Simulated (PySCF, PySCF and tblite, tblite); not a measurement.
# C8H12: conformers and averaged spectra

Which conformers does C8H12 (`C#CC1CCCCC1`) populate, and what do their averaged NMR parameters look like?

Computed with tblite 0.8.0 (tight binding) and PySCF 2.14.0 (DFT, with response routines of our own); each step states its level. Atoms count from 0 throughout.

## (1) The molecule as given

20 atoms, charge 0, multiplicity 1; geometry from: MMFF94s geometry.

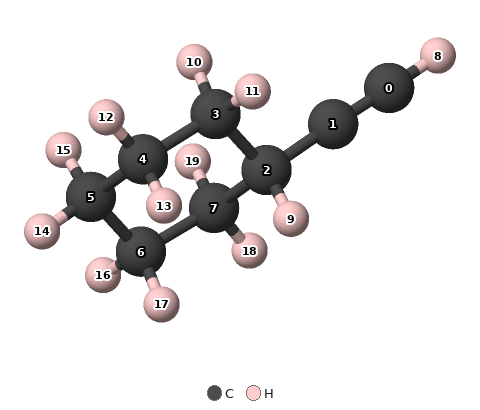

The starting geometry (carbon dark grey, hydrogen pink), atoms numbered.

## (2) GFN2-xTB relaxation, conformer 1

The job: settings as JSON, then the geometry in Å.

```
{"job": {"xc": "GFN2-xTB", "basis": "xTB", "kind": "relax"}, "charge": 0, "multiplicity": 1}
C      3.535600     0.325700    -0.431600
C      2.373800     0.284400    -0.092300
C      0.977800     0.217700     0.352500
C      0.117200     1.216200    -0.469400
C     -1.359700     1.123400    -0.072700
C     -1.897800    -0.299000    -0.209400
C     -1.051000    -1.283900     0.591100
C      0.431500    -1.202900     0.219600
H      4.550900     0.368500    -0.738700
H      0.916700     0.510200     1.411800
H      0.222100     1.004400    -1.536800
H      0.472100     2.230500    -0.300100
H     -1.947600     1.797400    -0.710100
H     -1.485100     1.473100     0.949000
H     -2.935700    -0.325600     0.139600
H     -1.898000    -0.593100    -1.250900
H     -1.419700    -2.301900     0.430700
H     -1.165900    -1.083800     1.665800
H      1.000100    -1.887900     0.858400
H      0.557300    -1.562800    -0.809600
```

Command:

```console
$ OMP_NUM_THREADS=1 python ens_run.py task.json out
```

This one command runs the whole study; its stages follow in the order run.

The log of the run:

```text
step      E/eV     max force
  0    -631.21655    1.150
  1    -631.20947    2.818
  2    -631.24086    0.355
  3    -631.24580    0.305
  4    -631.25334    0.133
  5    -631.25719    0.140
  6    -631.25909    0.155
  7    -631.26089    0.149
  8    -631.26251    0.115
  9    -631.26398    0.089
 10    -631.26518    0.091
 11    -631.26628    0.105
 12    -631.26747    0.118
 13    -631.26883    0.110
 14    -631.27010    0.077
 15    -631.27099    0.055
 16    -631.27151    0.048
 17    -631.27184    0.045
 18    -631.27208    0.033
 19    -631.27208    0.033
 20    -631.27217    0.024
 21    -631.27222    0.111
 22    -631.27227    0.081
 23    -631.27232    0.029
 24    -631.27237    0.017
 25    -631.27244    0.042
 26    -631.27248    0.030
 27    -631.27251    0.013
 28    -631.27254    0.020
 29    -631.27259    0.038
 30    -631.27263    0.034
 31    -631.27266    0.014
 32    -631.27268    0.013
 33    -631.27271    0.032
 34    -631.27274    0.034
 35    -631.27276    0.018
 36    -631.27277    0.008
 37    -631.27278    0.019
 38    -631.27279    0.024
 39    -631.27280    0.017
 40    -631.27281    0.007
 41    -631.27282    0.008
 42    -631.27282    0.015
 43    -631.27283    0.016
 44    -631.27283    0.008
 45    -631.27284    0.005
 46    -631.27284    0.008
 47    -631.27284    0.008
 48    -631.27284    0.005
 49    -631.27285    0.003
```

It took 0.24 s on 1 thread of Arm Neoverse V2, shared host.

Gain 0.056 eV; displacement 0.05 Å root mean square.

GFN2-xTB relaxation, conformer 2:

The job: settings as JSON, then the geometry in Å.

```
{"job": {"xc": "GFN2-xTB", "basis": "xTB", "kind": "relax"}, "charge": 0, "multiplicity": 1}
C      2.844700    -0.112100    -1.140200
C      1.994200    -0.187200    -0.291700
C      0.981500    -0.298000     0.780300
C      0.269800     1.060300     0.990700
C     -0.696400     1.416000    -0.121500
C     -1.704700     0.300400    -0.397000
C     -1.004200    -1.025900    -0.670300
C     -0.034100    -1.399000     0.463900
H      3.583300    -0.039200    -1.899200
H      1.486000    -0.565300     1.711100
H      1.004600     1.854500     1.118800
H     -0.299400     0.999700     1.940300
H     -0.138100     1.631800    -1.036100
H     -1.226800     2.336700     0.129700
H     -2.366900     0.203400     0.474300
H     -2.334200     0.569900    -1.236500
H     -0.461100    -0.967900    -1.614500
H     -1.758200    -1.823800    -0.780600
H     -0.627300    -1.609800     1.369900
H      0.482200    -2.333800     0.205700
```

The log of the run:

```text
step      E/eV     max force
  0    -631.18636    0.933
  1    -631.21496    0.431
  2    -631.21989    0.951
  3    -631.22956    0.325
  4    -631.23560    0.294
  5    -631.23994    0.138
  6    -631.24125    0.129
  7    -631.24395    0.137
  8    -631.24564    0.110
  9    -631.24758    0.090
 10    -631.24908    0.095
 11    -631.25082    0.118
 12    -631.25292    0.140
 13    -631.25530    0.130
 14    -631.25715    0.092
 15    -631.25820    0.070
 16    -631.25885    0.070
 17    -631.25948    0.073
 18    -631.26016    0.069
 19    -631.26084    0.050
 20    -631.26155    0.060
 21    -631.26233    0.069
 22    -631.26304    0.066
 23    -631.26351    0.043
 24    -631.26376    0.029
 25    -631.26376    0.029
 26    -631.26385    0.024
 27    -631.26403    0.187
 28    -631.26416    0.138
 29    -631.26432    0.049
 30    -631.26448    0.039
 31    -631.26478    0.101
 32    -631.26500    0.092
 33    -631.26519    0.038
 34    -631.26537    0.035
 35    -631.26561    0.090
 36    -631.26593    0.110
 37    -631.26625    0.078
 38    -631.26652    0.035
 39    -631.26672    0.062
 40    -631.26688    0.076
 41    -631.26702    0.055
 42    -631.26716    0.027
 43    -631.26731    0.041
 44    -631.26749    0.070
 45    -631.26767    0.069
 46    -631.26782    0.043
 47    -631.26797    0.030
 48    -631.26814    0.064
 49    -631.26834    0.076
 50    -631.26852    0.053
 51    -631.26865    0.029
 52    -631.26873    0.026
 53    -631.26882    0.042
 54    -631.26891    0.040
 55    -631.26898    0.022
 56    -631.26902    0.017
 57    -631.26906    0.026
 58    -631.26909    0.027
 59    -631.26913    0.017
 60    -631.26915    0.010
 61    -631.26916    0.009
 62    -631.26917    0.010
 63    -631.26918    0.007
 64    -631.26918    0.003
```

It took 0.35 s on 1 thread of Arm Neoverse V2, shared host.

Relaxing gained 0.083 eV and moved the atoms by 0.11 Å on average (rms).

## (3) Shieldings, conformer 1: wB97X-D/pcSseg-1 in chloroform

The job: settings as JSON, then the geometry in Å.

```
{"job": {"xc": "wB97X-D", "basis": "pcSseg-1", "solvent": "chloroform", "kind": "nmr", "pop": true}, "charge": 0, "multiplicity": 1}
C      3.490676     0.328486    -0.414051
C      2.350894     0.285329    -0.051980
C      0.959196     0.222217     0.354402
C      0.115601     1.197097    -0.477012
C     -1.349955     1.122616    -0.060168
C     -1.879773    -0.299675    -0.217939
C     -1.044993    -1.272156     0.610302
C      0.421723    -1.205852     0.196150
H      4.493388     0.370253    -0.719344
H      0.894420     0.510106     1.411774
H      0.210949     0.938629    -1.534462
H      0.493992     2.213503    -0.345945
H     -1.941046     1.811012    -0.668152
H     -1.447408     1.431799     0.983787
H     -2.925081    -0.344978     0.095321
H     -1.832889    -0.588368    -1.270819
H     -1.418778    -2.290079     0.479761
H     -1.135956    -1.016755     1.669284
H      1.016636    -1.891291     0.804192
H      0.523257    -1.511214    -0.848136
```

The log of the run:

```text
coarse grid: 16128 points
cycle   1  E = -311.7891619872  dE =  1.374e+00  |g| = 3.301e-01  |ddm| = 4.092e+00
cycle   2  E = -311.8124493322  dE = -2.329e-02  |g| = 1.924e-01  |ddm| = 5.666e-01
cycle   3  E = -311.8208894775  dE = -8.440e-03  |g| = 4.671e-02  |ddm| = 1.748e-01
cycle   4  E = -311.8212889504  dE = -3.995e-04  |g| = 2.673e-02  |ddm| = 6.633e-02
cycle   5  E = -311.8214566579  dE = -1.677e-04  |g| = 4.989e-03  |ddm| = 2.074e-02
cycle   6  E = -311.8214624461  dE = -5.788e-06  |g| = 1.151e-03  |ddm| = 5.381e-03
final grid: 154128 points
cycle   7  E = -311.8759658813  dE = -3.250e-04  |g| = 5.312e-03  |ddm| = 7.528e-02
cycle   8  E = -311.8759708321  dE = -4.951e-06  |g| = 3.931e-03  |ddm| = 1.259e-02
cycle   9  E = -311.8759743472  dE = -3.515e-06  |g| = 8.445e-04  |ddm| = 3.608e-03
cycle  10  E = -311.8759745098  dE = -1.626e-07  |g| = 5.037e-04  |ddm| = 1.533e-03
cycle  11  E = -311.8759745702  dE = -6.050e-08  |g| = 7.734e-05  |ddm| = 4.280e-04
cycle  12  E = -311.8759745721  dE = -1.899e-09  |g| = 1.886e-05  |ddm| = 1.649e-04
cycle  13  E = -311.8759745723  dE = -1.413e-10  |g| = 5.343e-06  |ddm| = 4.650e-05
converged SCF energy = -311.8759745723

GIAO shielding tensors (ppm)
atom      isotropic    diamagn.    paramagn.     s11        s22        s33       span
  0 C      112.196     258.407    -146.211     41.858     44.865    249.865    208.008
  1 C       90.981     258.089    -167.108    -18.855     -9.013    300.810    319.665
  2 C      157.204     247.299     -90.095    151.332    153.199    167.081     15.749
  3 C      150.219     246.394     -96.176    141.319    148.807    160.530     19.212
  4 C      157.988     246.228     -88.240    155.015    158.910    160.039      5.024
  5 C      158.192     246.612     -88.420    154.001    157.509    163.066      9.065
  6 C      157.984     246.220     -88.235    155.014    158.909    160.030      5.016
  7 C      150.218     246.399     -96.181    141.320    148.791    160.543     19.223
  8 H       30.068      34.105      -4.038     24.720     24.746     40.737     16.016
  9 H       29.734      29.292       0.442     25.293     29.650     34.259      8.966
 10 H       30.532      30.781      -0.249     27.047     29.662     34.887      7.840
 11 H       29.811      29.818      -0.007     24.836     29.053     35.543     10.707
 12 H       30.071      28.977       1.094     25.018     27.916     37.278     12.260
 13 H       30.626      30.179       0.446     26.938     28.566     36.373      9.435
 14 H       30.152      28.664       1.488     25.279     27.784     37.393     12.114
 15 H       30.676      30.235       0.441     27.405     28.295     36.327      8.922
 16 H       30.071      28.978       1.093     25.019     27.917     37.277     12.258
 17 H       30.625      30.178       0.447     26.935     28.566     36.374      9.439
 18 H       29.810      29.821      -0.011     24.834     29.054     35.542     10.708
 19 H       30.531      30.784      -0.252     27.045     29.664     34.886      7.841
```

It took 45 s on 1 thread of Arm Neoverse V2, shared host; peak memory 1.1 GiB.

In short: HOMO -9.55 eV, LUMO 3.17 eV; dipole 1.18 D.

Orbitals, density, ELF and potential are computed afterwards from the orbital file.

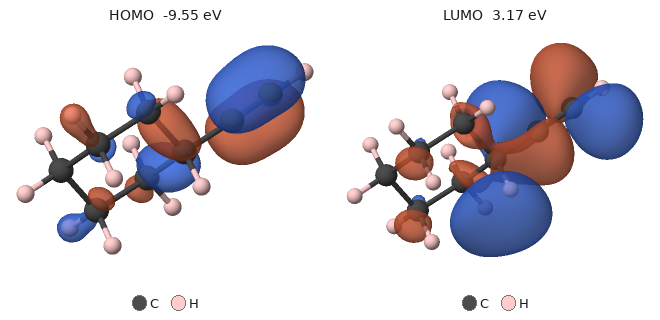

wB97X-D/pcSseg-1 orbitals near the gap, drawn at the value that encloses 70 % of each; the two colours are the two signs.

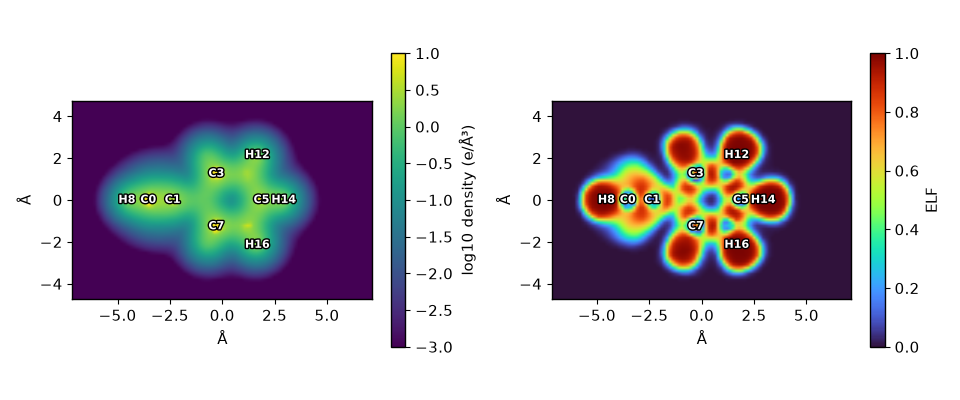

Density (left) and ELF (right) in a plane through or near 9 of the atoms.

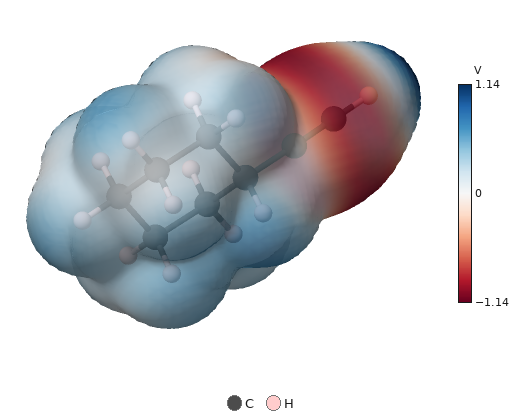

Electrostatic potential on the surface of density 0.002 e/bohr³; red is low, blue high. It runs, from the 1st to the 99th percentile, from -1.03 V near C0 to 1.14 V near H8.

## (4) Single-point energy, conformer 1: PBE0/def2-SVP in chloroform

The job, as its differences from that of step 3:

```diff
@@ -1,2 +1,2 @@
-{"job": {"xc": "wB97X-D", "basis": "pcSseg-1", "solvent": "chloroform", "kind": "nmr", "pop": true}, "charge": 0, "multiplicity": 1}
+{"job": {"xc": "PBE0", "basis": "def2-SVP", "solvent": "chloroform", "kind": "sp"}, "charge": 0, "multiplicity": 1}
 C      3.490676     0.328486    -0.414051
```

The log of the run:

```text
coarse grid: 16128 points
cycle   1  E = -311.3160772852  dE =  9.384e-01  |g| = 4.162e-01  |ddm| = 4.645e+00
cycle   2  E = -311.3218354203  dE = -5.758e-03  |g| = 4.049e-01  |ddm| = 1.009e+00
cycle   3  E = -311.3651081268  dE = -4.327e-02  |g| = 5.508e-02  |ddm| = 4.959e-01
cycle   4  E = -311.3657584589  dE = -6.503e-04  |g| = 1.917e-02  |ddm| = 9.384e-02
cycle   5  E = -311.3658460506  dE = -8.759e-05  |g| = 7.019e-03  |ddm| = 2.768e-02
cycle   6  E = -311.3658556787  dE = -9.628e-06  |g| = 3.132e-03  |ddm| = 8.481e-03
final grid: 154128 points
cycle   7  E = -311.4168670811  dE = -4.763e-05  |g| = 1.167e-02  |ddm| = 5.900e-02
cycle   8  E = -311.4168109625  dE =  5.612e-05  |g| = 1.882e-02  |ddm| = 3.042e-02
cycle   9  E = -311.4169016198  dE = -9.066e-05  |g| = 3.115e-03  |ddm| = 1.905e-02
cycle  10  E = -311.4169040102  dE = -2.390e-06  |g| = 4.211e-04  |ddm| = 3.027e-03
cycle  11  E = -311.4169040525  dE = -4.231e-08  |g| = 7.194e-05  |ddm| = 6.864e-04
cycle  12  E = -311.4169040538  dE = -1.305e-09  |g| = 2.351e-05  |ddm| = 1.422e-04
cycle  13  E = -311.4169040540  dE = -1.502e-10  |g| = 3.067e-06  |ddm| = 3.696e-05
converged SCF energy = -311.4169040540
```

Wall time 13 s (1 thread of Arm Neoverse V2, shared host); peak memory 0.78 GiB.

Key values: HOMO -7.59 eV, LUMO 1.54 eV; dipole 1.14 D.

## (5) Shieldings, conformer 2: wB97X-D/pcSseg-1 in chloroform

The job: settings as JSON, then the geometry in Å.

```
{"job": {"xc": "wB97X-D", "basis": "pcSseg-1", "solvent": "chloroform", "kind": "nmr", "pop": false}, "charge": 0, "multiplicity": 1}
C      2.677741    -0.073644    -1.206987
C      1.906216    -0.175521    -0.297886
C      0.963714    -0.296981     0.800138
C      0.245883     1.037653     1.045170
C     -0.640351     1.403206    -0.141352
C     -1.659774     0.300027    -0.408232
C     -0.947555    -1.022875    -0.673074
C     -0.062830    -1.401003     0.510600
H      3.360067     0.013676    -1.999012
H      1.533510    -0.566265     1.699389
H      0.983486     1.825126     1.216208
H     -0.367704     0.946340     1.945132
H     -0.014417     1.538641    -1.026232
H     -1.153148     2.346750     0.058354
H     -2.317079     0.193291     0.458792
H     -2.279932     0.566867    -1.266509
H     -0.326655    -0.926579    -1.566531
H     -1.679842    -1.812970    -0.853402
H     -0.682985    -1.545596     1.398955
H      0.456507    -2.339464     0.303445
```

The log of the run:

```text
coarse grid: 16128 points
cycle   1  E = -311.7856405095  dE =  1.386e+00  |g| = 3.309e-01  |ddm| = 4.039e+00
cycle   2  E = -311.8083628269  dE = -2.272e-02  |g| = 1.982e-01  |ddm| = 5.463e-01
cycle   3  E = -311.8174961448  dE = -9.133e-03  |g| = 4.242e-02  |ddm| = 1.858e-01
cycle   4  E = -311.8178779337  dE = -3.818e-04  |g| = 2.073e-02  |ddm| = 5.597e-02
cycle   5  E = -311.8179753614  dE = -9.743e-05  |g| = 6.147e-03  |ddm| = 1.796e-02
cycle   6  E = -311.8179838776  dE = -8.516e-06  |g| = 1.220e-03  |ddm| = 6.631e-03
final grid: 154128 points
cycle   7  E = -311.8749224461  dE = -2.355e-04  |g| = 5.531e-03  |ddm| = 7.663e-02
cycle   8  E = -311.8749263152  dE = -3.869e-06  |g| = 4.837e-03  |ddm| = 1.585e-02
cycle   9  E = -311.8749316876  dE = -5.372e-06  |g| = 7.927e-04  |ddm| = 4.830e-03
cycle  10  E = -311.8749317825  dE = -9.485e-08  |g| = 6.298e-04  |ddm| = 1.481e-03
cycle  11  E = -311.8749318771  dE = -9.466e-08  |g| = 5.366e-05  |ddm| = 5.118e-04
cycle  12  E = -311.8749318783  dE = -1.141e-09  |g| = 1.575e-05  |ddm| = 1.526e-04
cycle  13  E = -311.8749318784  dE = -1.098e-10  |g| = 4.500e-06  |ddm| = 3.972e-05
converged SCF energy = -311.8749318784

GIAO shielding tensors (ppm)
atom      isotropic    diamagn.    paramagn.     s11        s22        s33       span
  0 C      109.078     258.095    -149.017     36.073     40.469    250.692    214.619
  1 C       92.409     267.015    -174.605    -15.679     -2.844    295.751    311.430
  2 C      159.102     243.382     -84.281    150.777    156.239    170.289     19.512
  3 C      153.042     246.361     -93.319    145.766    152.285    161.074     15.308
  4 C      161.956     246.395     -84.440    155.310    162.621    167.936     12.626
  5 C      157.656     246.751     -89.095    153.792    157.475    161.701      7.909
  6 C      161.975     246.395     -84.420    155.333    162.633    167.959     12.626
  7 C      153.054     246.357     -93.303    145.792    152.299    161.071     15.279
  8 H       29.966      34.400      -4.434     24.507     24.571     40.819     16.312
  9 H       28.989      28.129       0.860     24.510     26.716     35.742     11.232
 10 H       30.031      29.524       0.507     25.612     27.932     36.549     10.936
 11 H       30.388      30.717      -0.329     26.835     27.897     36.432      9.597
 12 H       29.974      30.685      -0.711     26.345     29.168     34.409      8.064
 13 H       30.275      29.278       0.997     25.155     27.906     37.763     12.608
 14 H       30.708      30.364       0.344     27.000     28.427     36.697      9.696
 15 H       30.103      29.351       0.752     25.369     27.709     37.232     11.863
 16 H       29.975      30.686      -0.711     26.347     29.167     34.410      8.064
 17 H       30.276      29.278       0.998     25.156     27.906     37.767     12.611
 18 H       30.389      30.717      -0.328     26.834     27.899     36.435      9.601
 19 H       30.032      29.526       0.506     25.613     27.934     36.550     10.937
```

Run time: 37 s. Hardware: 1 thread of Arm Neoverse V2, shared host; peak memory 1.1 GiB.

In short: HOMO -9.55 eV, LUMO 2.96 eV; dipole 0.92 D.

## (6) Single-point energy, conformer 2: PBE0/def2-SVP in chloroform

The job, as its differences from that of step 5:

```diff
@@ -1,2 +1,2 @@
-{"job": {"xc": "wB97X-D", "basis": "pcSseg-1", "solvent": "chloroform", "kind": "nmr", "pop": false}, "charge": 0, "multiplicity": 1}
+{"job": {"xc": "PBE0", "basis": "def2-SVP", "solvent": "chloroform", "kind": "sp"}, "charge": 0, "multiplicity": 1}
 C      2.677741    -0.073644    -1.206987
```

The log of the run:

```text
coarse grid: 16128 points
cycle   1  E = -311.3141664516  dE =  9.463e-01  |g| = 4.199e-01  |ddm| = 4.625e+00
cycle   2  E = -311.3169620313  dE = -2.796e-03  |g| = 4.221e-01  |ddm| = 9.955e-01
cycle   3  E = -311.3639255406  dE = -4.696e-02  |g| = 5.768e-02  |ddm| = 5.235e-01
cycle   4  E = -311.3645645257  dE = -6.390e-04  |g| = 2.458e-02  |ddm| = 9.799e-02
cycle   5  E = -311.3646694314  dE = -1.049e-04  |g| = 1.440e-02  |ddm| = 3.431e-02
cycle   6  E = -311.3647207869  dE = -5.136e-05  |g| = 2.402e-03  |ddm| = 1.338e-02
cycle   7  E = -311.3647223245  dE = -1.538e-06  |g| = 2.714e-04  |ddm| = 3.229e-03
final grid: 154128 points
cycle   8  E = -311.4156863556  dE = -5.932e-05  |g| = 8.341e-03  |ddm| = 5.618e-02
cycle   9  E = -311.4156789334  dE =  7.422e-06  |g| = 1.005e-02  |ddm| = 2.066e-02
cycle  10  E = -311.4157048309  dE = -2.590e-05  |g| = 1.440e-03  |ddm| = 1.191e-02
cycle  11  E = -311.4157052671  dE = -4.362e-07  |g| = 5.795e-04  |ddm| = 1.826e-03
cycle  12  E = -311.4157053499  dE = -8.282e-08  |g| = 8.582e-05  |ddm| = 5.834e-04
cycle  13  E = -311.4157053518  dE = -1.878e-09  |g| = 2.408e-05  |ddm| = 1.365e-04
cycle  14  E = -311.4157053520  dE = -1.592e-10  |g| = 2.659e-06  |ddm| = 4.067e-05
converged SCF energy = -311.4157053520
```

Run time: 13 s. Hardware: 1 thread of Arm Neoverse V2, shared host; peak memory 0.78 GiB.

In short: HOMO -7.60 eV, LUMO 1.35 eV; dipole 0.87 D.

(Part 1 of 2 ends here.)
